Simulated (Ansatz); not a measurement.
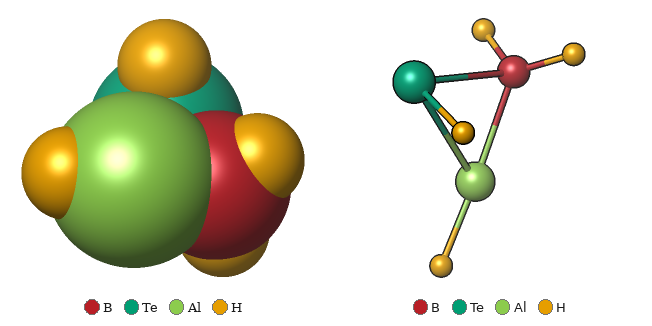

The same structure drawn twice, from different directions.

**Give the formula.**

AlBH₄Te, 7 atoms: 1 aluminium, 1 boron, 4 hydrogen and 1 tellurium.

**How many bonds of each kind are drawn?**

2 B–H, 1 B–Te, 1 Al–Te, 1 Te–H, 1 Al–B, 1 Al–H. Sticks follow a distance rule.

**What is the point group of this geometry?**

C1.

**How many sets of symmetry-equivalent atoms are there?**

7: 1 B, 1 Te, 1 Al, 1 H, 1 H, 1 H, 1 H.

More results for the same structure follow; atom numbers are the same in all pictures, views and colours differ. The computed structure is the end point of a PBE0-D4/def2-TZVP optimisation. No frequency run is at hand to confirm it as a minimum.

### Shape

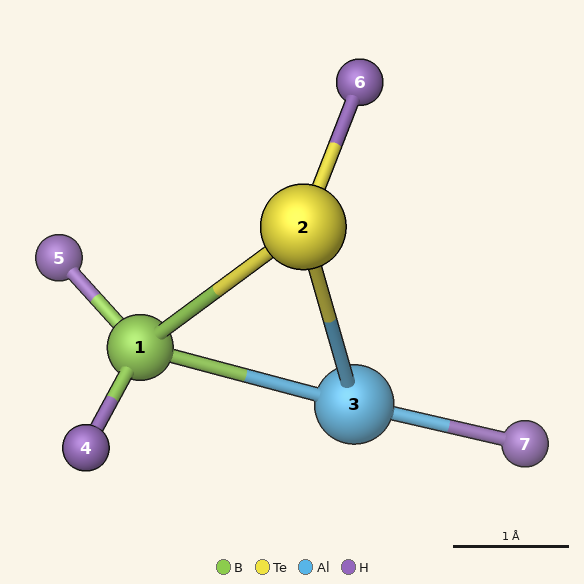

Numbered structure. No frequency run is at hand to confirm it as a minimum.

**How are the neighbours of atom 2 arranged?**

Te2 has 3 neighbours (B1 at 2.39, Al3 at 2.74, H6 at 1.66 Å); the arrangement is trigonal pyramidal.

**What is the geometry at Al3?**

Al3 has 3 neighbours (B1 at 2.03, Te2 at 2.74, H7 at 1.59 Å); the arrangement is T-shaped.

### Dipole moment

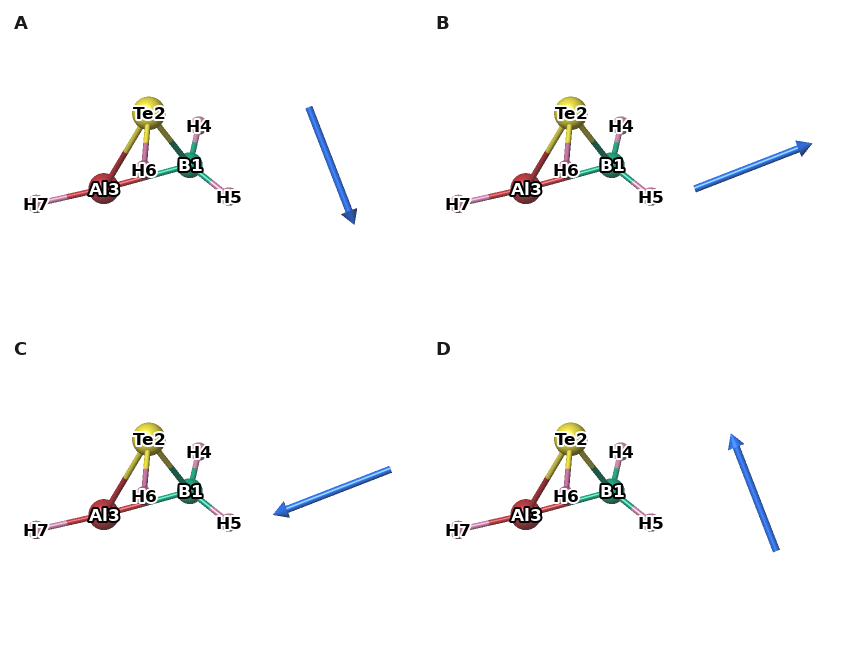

The same molecule four times, each with an arrow. No frequency run is at hand to confirm it as a minimum. Method: RKS PBE0-D4/def2-TZVP, core potentials on Te (Ansatz 0.2.0).

**Which arrow points along the dipole moment, from the negative to the positive end?**

C. The dipole moment is 1.96 D; it points from the side of H4, H5 to the side of H7 (the outermost atoms at the two ends).

### Electronic properties

No frequency run is at hand to confirm it as a minimum. Properties computed with RKS PBE0-D4/def2-TZVPP, core potentials on Te (Ansatz 0.2.0).

**What is the dispersion correction?**

−13.3 kJ/mol.

**Estimate the HOMO energy (Kohn–Sham orbital).**

−6.32 eV.

**Give the HOMO–LUMO gap at this level.**

4.44 eV.

### Charges

The questions are on Mulliken charges. No frequency run is at hand to confirm it as a minimum. Properties computed with RKS PBE0-D4/def2-TZVP, core potentials on Te (Ansatz 0.2.0).

List the Mulliken charges.

```json
{"atom": "B1", "value (e)": "−0.26"}
{"atom": "Te2", "value (e)": "−0.08"}
{"atom": "Al3", "value (e)": "0.28"}
{"atom": "H4", "value (e)": "0.02"}
{"atom": "H5", "value (e)": "0.03"}
{"atom": "H6", "value (e)": "0.06"}
{"atom": "H7", "value (e)": "−0.06"}
```

Mulliken values depend strongly on the basis set and can even reverse the polarity of a bond.
